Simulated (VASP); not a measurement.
Band structure of BPd2 (space group Pnnm). Computed with PBEsol GGA, VASP's PBE PAW potentials (set 64) (plane waves; VASP).

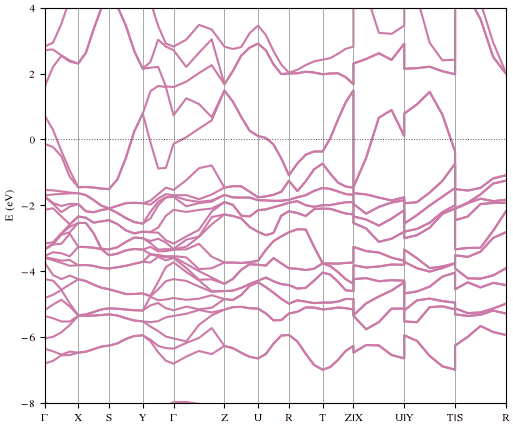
Figure: Bands along high-symmetry lines, zero at the valence-band maximum or, without a gap, the Fermi level

Problem. Read the plot: is there a gap, and where are the band edges?

Solution. It has no gap at this level: it comes out as a metal or semimetal.

The structure comes from a measured BPd2 entry of the Crystallography Open Database, whose conditions weren't checked. The cell was not relaxed at this level.
